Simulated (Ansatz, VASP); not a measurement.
**SrTlBr3 in two plane-wave programs**

Wanted: the spread between two codes on one cell, functional and k mesh. The cell is invented: As first built, before any earlier steps moved the atoms: it takes the RbSrCl3 structure with some of its atoms replaced by other elements, volume scaled by an estimate. It may not be a known or stable phase. The cell comes out of the VASP series on this material, whose earlier steps may have relaxed, scaled or displaced it; both programs get it as it stands.

Main program and level: Ansatz 0.2.0; plane waves, with VASP 6.6.1 beside it; zone-centre phonons at BLYP.

## (1) The structure

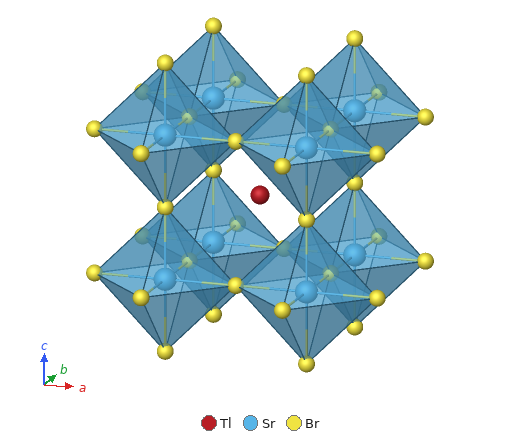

The cell as given, slightly off an axis (thallium red, strontium blue, bromine yellow). Some periodic images of atoms are drawn too.

## (2) Ansatz: zone-centre phonons, BLYP

Ansatz runs on its default PAW (the set named soft_2) files.

Second derivatives magnify differences that forces hide, and they need a tight electronic threshold.

input.yaml reads:

```yaml
crystal:
  lattice:
    - [6.0756620906, 0.0, 0.0]
    - [0.0, 6.0756620906, 0.0]
    - [0.0, 0.0, 6.0756620906]
  atoms:
    - { symbol: Tl, position: [0.5, 0.5, 0.5] }
    - { symbol: Sr, position: [0.0, 0.0, 0.0] }
    - { symbol: Br, position: [0.5, 0.0, 0.0] }
    - { symbol: Br, position: [0.0, 0.5, 0.0] }
    - { symbol: Br, position: [0.0, 0.0, 0.5] }
hamiltonian:
  xc: blyp
  pseudopotentials: { kind: paw }
kpoints:
  mp_grid: { grid: [5, 5, 5] }
scf:
  occupations: { method: fixed }
phonons:
  method: dfpt
  qpoints: [[0, 0, 0]]
  dielectric: true
  rigid_motions: translations
```

The run is started by

```
> ansatz run input.yaml --threads 4 --pin off --max-ram 9216MiB --backend cpu --events-out ev --progress --plain --runs-dir out
```

Numbers of over 12 decimals in the logs are rounded to 6 here.

Log:

```text
Engine: ansatz 0.2.0, x86_64-unknown-linux-gnu
Pseudopotentials: kind: paw
Pseudopotential: Tl, paw, valence charge 13, recommended cutoff 420 eV (normal), Tl.paw.azcp
Pseudopotential: Sr, paw, valence charge 10, recommended cutoff 420 eV (normal), Sr.paw.azcp
Pseudopotential: Br, paw, valence charge 7, recommended cutoff 420 eV (normal), Br.paw.azcp
Functional definition: BLYP
  parameter beta = 0.0042
  parameter a = 0.04918
  parameter b = 0.132
  parameter c = 0.2533
  parameter d = 0.349
  exchange = b88_x(beta = beta)
  correlation = lyp_c(a = a, b = b, c = c, d = d)
Crystal: 5 atoms, lattice volume = 224.275 Å³
Basis set: ecut = 420 eV, 4385 PW (Γ), exchange–correlation on 90×90×90 points (8 copies of the dense FFT grid, shifted against one another)
Bands: 27, of which v1, the nominal top of the filled ones, is band 22 counted from 1 (21 counted from 0)
Symmetry: 48 space group operations
k-points: 39 of 125 (irreducible under 2 space group operations, time reversal used)
Non-local potential: Tl, projectors of the file, l = 0: 2, l = 1: 2, l = 2: 2, l = 3: 1
Non-local potential: Sr, projectors of the file, l = 0: 3, l = 1: 2, l = 2: 2
Non-local potential: Br, projectors of the file, l = 0: 2, l = 1: 2, l = 2: 2
PAW form: soft (Blöchl's): semilocal exchange-correlation on the pseudo side does not see the compensation charge
PAW frozen core: Tl, regenerated for the run's functional, and the local potential with it (the file was generated under x = pbe(κ = 0.804, μ = 0.219515), c = pbe(β = 0.066725))
PAW frozen core: Sr, regenerated for the run's functional, and the local potential with it (the file was generated under x = pbe(κ = 0.804, μ = 0.219515), c = pbe(β = 0.066725))
PAW frozen core: Br, regenerated for the run's functional, and the local potential with it (the file was generated under x = pbe(κ = 0.804, μ = 0.219515), c = pbe(β = 0.066725))
PAW one-centre angular grid: Tl, 590 points (default); XC on 64 Gauss nodes
PAW one-centre angular grid: Sr, 110 points (default); XC on 64 Gauss nodes
PAW one-centre angular grid: Br, 110 points (default); XC on 64 Gauss nodes
Initial density: superposition of atomic densities (neutral atoms: chi_scale 0, normalization atom), corrected by the library's trained network
Initial wavefunctions: pseudopotential atomic-orbital guess
Functional: x = b88, c = lyp
SCF iter   1: F=—  HF=-23421.411683 eV  |F-HF|=—  |Δ(HF+E_count)|=         —  Δρ=3.69e-3  dr2=3.34e-2  ethr=1.77e-3  ⟨swp⟩=5.5  Hψ=4721  notcnv=0  defer=78
preconditioner: auto → Resta (q_TF=auto, 2.080 Å⁻¹)  ε∞=2.9  [insulator: Δε(μ)=3.218 eV  Ē_g=11.728 eV  n_scr=32 (ndim 8)  ℏωp=16.1 eV  f_vac=0.066  ε∞_Penn≈2.9]
SCF iter   2: F=—  HF=-23421.401248 eV  |F-HF|=—  |Δ(HF+E_count)|=   1.04e-2  Δρ=1.11e-3  dr2=2.24e-3  ethr=7.59e-5  ⟨swp⟩=2.9  Hψ=2202  notcnv=0  defer=105
SCF iter   3: F=—  HF=-23421.400860 eV  |F-HF|=—  |Δ(HF+E_count)|=   3.89e-4  Δρ=2.60e-4  dr2=8.32e-5  ethr=5.08e-6  ⟨swp⟩=2.5  Hψ=1874  notcnv=0  defer=107
SCF iter   4: F=—  HF=-23421.400935 eV  |F-HF|=—  |Δ(HF+E_count)|=   7.58e-5  Δρ=4.25e-5  dr2=2.91e-6  ethr=1.89e-7  ⟨swp⟩=2.0  Hψ=1862  notcnv=0  defer=106
SCF iter   5: F=—  HF=-23421.400876 eV  |F-HF|=—  |Δ(HF+E_count)|=   5.97e-5  Δρ=8.45e-6  dr2=2.15e-7  ethr=6.62e-9  ⟨swp⟩=2.0  Hψ=1720  notcnv=0  defer=78
SCF iter   6: F=—  HF=-23421.400876 eV  |F-HF|=—  |Δ(HF+E_count)|=   2.82e-7  Δρ=2.49e-6  dr2=1.56e-8  ethr=4.89e-10  ⟨swp⟩=2.0  Hψ=1634  notcnv=0  defer=78
SCF iter   7: F=—  HF=-23421.400876 eV  |F-HF|=—  |Δ(HF+E_count)|=   4.54e-8  Δρ=3.64e-7  dr2=4.25e-10  ethr=3.56e-11  ⟨swp⟩=2.0  Hψ=1838  notcnv=0  defer=78
SCF iter   8: F=-23421.400876 eV  HF=-23421.400876 eV  |F-HF|=1.46e-11  |Δ(HF+E_count)|=  6.08e-10  Δρ=8.65e-8  dr2=1.95e-11  ethr=1.00e-12  ⟨swp⟩=17.4  Hψ=9312  notcnv=0
SCF 1 converged in 8 iterations: F = -23421.400876 eV  dr2 = 1.95e-11
  greatest PAW one-centre occupation: 0.987 electrons in one spin orbital (limit 2), on the Sr atom at site 1 (counted from 0), in its partial waves of l = 0
NSCF: frozen V_eff on 7 k-points
DFPT response loops at Γ: preconditioner auto → Resta (q_TF=auto, 2.080 Å⁻¹)  ε∞=4.4 (no band partly filled); β = 1.00, the filter's whole step (`scf.mixing.beta` (0.50) is not read by the response loops at its default; to damp them type it under 1.00, their step now; it binds the ground state too); Broyden in place of MSR1
SCF converged after 8 iterations
Free energy (F): -23421.400876 eV
Harris-Foulkes:  -23421.400876 eV  (|F-HF|=1.46e-11)
Internal energy: -23421.400876 eV  (E = F + TS)
E sigma→0 (E₀):  -23421.400876 eV
Fermi energy:    1.294167 eV
--- Per-component energies (eV) ---
  E_band       = -303.427326
  E_kinetic    = 975.383346
  E_local      = -2908.325596  (includes V_loc(G=0)·N_el)
  E_nonlocal   = 733.235256
  E_hartree    = 921.225802
  E_xc         = -1190.921885
  E_vxc        = -602.189133  (∫ρ·V_xc dr)
  E_paw        = -19678.765955  (= ΣΔE_a)
  E_vpaw       = -343.982887  (= ΣTr[D̂ρ^β])
  E_aug_tail   = 0.000027  (compensation charges beyond the density's cutoff)
  E_ewald      = -2273.389598
  E_core_change = 0.157726  (= ΣΔE_core)
  E_smearing   = -0.000000  (= −TS)
  E_closure    = 0.000000  (closes the sum)
  Σ components = -23421.400876   (vs F -23421.400876, Δ=0.00e0)
--- Band table (eV; the first three rows and the last of 39) ---
  k-point 0: bands = [... 18 lower, 0.9360, 1.0441, 1.0441, 1.0441, 5.4507, 5.4507, 5.4507, 6.6426, ... 1 higher]
  k-point 1: bands = [... 18 lower, 0.8758, 0.9105, 1.0253, 1.0253, 4.9463, 5.3347, 5.3347, 6.7151, ... 1 higher]
  k-point 2: bands = [... 18 lower, 0.7823, 0.8702, 1.0321, 1.0321, 4.4091, 5.1767, 5.1767, 6.7667, ... 1 higher]
  k-point 38: bands = [... 18 lower, 0.3737, 1.0644, 1.0682, 1.2807, 4.8178, 5.0710, 5.1484, 7.7575, ... 1 higher]
--- Phonons (Γ-DFPT): 4 representative perturbations + reference, on 39 of 125 k-points (Σ response iterations 12) ---
  k mesh reduced under 2 symmetry operations, with k and −k counted as one. Each operation leaves every solved perturbation unchanged. A smaller set is not considered because the run solves the response to a homogeneous field
  ASR residual: 2.221e-3 → 0.000e0 eV/Å²; symmetrization residual: 4.629e-5 eV/Å²
  ASR residual per site (eV/Å²): 4.07e-4 2.22e-3 1.45e-3 1.45e-3 1.45e-3
  Γ frequencies (cm⁻¹): -38.53 -38.53 -38.53 -20.45 -20.45 -20.45 0.00 0.00 0.00 53.41 53.41 53.41 155.87 155.87 155.87
  ε∞ (high-frequency dielectric tensor):
        3.100939     0.000000     0.000000
       -0.000000     3.100939     0.000000
        0.000000     0.000000     3.100939
  softest optical mode at Γ: -38.53 cm⁻¹; the repairs (sum rule, projections) moved no ω² at Γ by more than (3.04 cm⁻¹)²
  Born effective charges Z* (e; rows j = field, columns β = displacement):
    site 0:
         1.67171    0.00000    0.00000
         0.00000    1.67171    0.00000
         0.00000    0.00000    1.67171
    site 1:
         2.42420   -0.00000   -0.00000
        -0.00000    2.42420    0.00000
         0.00000    0.00000    2.42420
    site 2:
        -1.96472   -0.00000    0.00000
         0.00000   -1.06559    0.00000
         0.00000    0.00000   -1.06559
    site 3:
        -1.06559   -0.00000    0.00000
         0.00000   -1.96472    0.00000
         0.00000    0.00000   -1.06559
    site 4:
        -1.06559    0.00000    0.00000
        -0.00000   -1.06559   -0.00000
         0.00000   -0.00000   -1.96472
  Z* charge neutrality: 1.364e-4 e pre-enforcement
  k-mesh period / interband length: 30.4 Å / 1.52 Å = 20.02 at k = (0.0000, 0.0000, 0.0000), direct gap 4.407 eV — 14 or more, which is no proof of convergence
  optical modes at Γ without the LO–TO term, one row a degenerate level:
      ω (cm⁻¹)  modes    IR ((D/Å)²/amu)
        -38.53      3             2.6730
        -20.45      3             0.0000
         53.41      3             1.1372
        155.87      3             7.0890
  optical modes at Γ + LO–TO along q̂ = [1.0000, 0.0000, 0.0000]:
      ω (cm⁻¹)  modes    IR ((D/Å)²/amu)
        -38.53      2             1.7820
        -20.45      3             0.0000
[...]
optical modes at Γ + LO–TO along q̂ = [0.0000, 1.0000, 0.0000]:
      ω (cm⁻¹)  modes    IR ((D/Å)²/amu)
[...]
180.35      1             2.9466
  optical modes at Γ + LO–TO along q̂ = [0.0000, 0.0000, 1.0000]:
      ω (cm⁻¹)  modes    IR ((D/Å)²/amu)
        -38.53      2             1.7820
        -20.45      3             0.0000
         10.09      1             0.2606
         53.41      2             0.7582
         64.64      1             0.4258
        155.87      2             4.7260
        180.35      1             2.9466
--- Phonons (arbitrary-q DFPT): 1 explicit q-point ---
  q = [0, 0, 0] (of the zone-centre solve; hermiticity 2.08e-5, symmetrization 1.87e-6): -38.53 -38.53 -38.53 -20.45 -20.45 -20.45 -0.00 -0.00 -0.00 53.41 53.41 53.41 155.87 155.87 155.87
  sum rule: each row above includes the acoustic sum rule's correction from the zone centre's row sums; it moved no ω² by more than (2.63 cm⁻¹)²
```

Elapsed: 24 s, on 4 threads of Intel Xeon 6975P-C (Granite Rapids), shared host; peak memory 1.4 GiB.

(Continued in part 2 of 3.)

[Lines on the potential files, build, host, timing and source positions are cut from VASP's logs without a mark.]

[Logs are printed without paths, hosts, clocks, repeated set-up lines and the standing remarks that a program may print on its own settings, such as how far it seeks lower states.]

[Hosts, paths, dates, database ids (printed as entryN), source tags and the programs' standing remarks are cut or masked in the printed files.]
